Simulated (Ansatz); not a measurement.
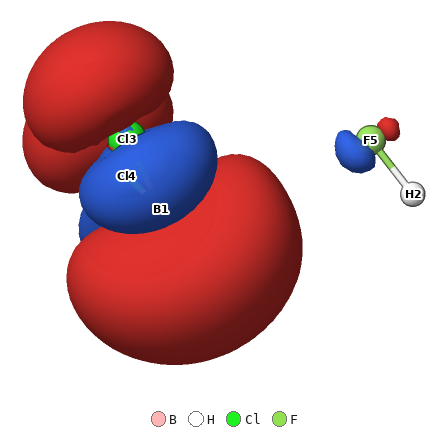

The picture shows: BCl2···HF (doublet). The HOMO (α) at ±0.08 Å⁻³ᐟ² (blue and red are the two phases), seen from one side.

All numbers below come from UHF/def2-SVP (Ansatz 0.2.0).

Input

```
crystal:
  periodic: [false, false, false]
  atoms:
    - { symbol: B, position_ang: [0.000139, 0.031957, -0.37629] }
    - { symbol: H, position_ang: [-0.013217, 0.078782, 2.013466] }
    - { symbol: Cl, position_ang: [1.5468, -0.02299, -1.152363] }
    - { symbol: Cl, position_ang: [-1.545349, -0.022432, -1.154757] }
    - { symbol: F, position_ang: [0.011626, -0.065316, 2.909945] }
magnetization:
  spin_polarized: true
  initial_magnetization: 1
basis:
  gaussian: { orbitals: def2-SVP }
hamiltonian:
  xc: hf
relax:
  f_tol: 0.03
  max_steps: 50
output:
  orbitals: {}
```

Launched as:

```sh
ansatz run input.yaml --threads 1 --pin off --max-ram 2048MiB --backend cpu --events-out ev --progress --plain --runs-dir out
```

The fields are those of the run's last geometry, not of the input's.

### Describe this orbital and give its energy.

It lies mainly on B1 (about 55 %), Cl3 (about 20 %) and Cl4 (about 20 %). Its energy is −9.67 eV.
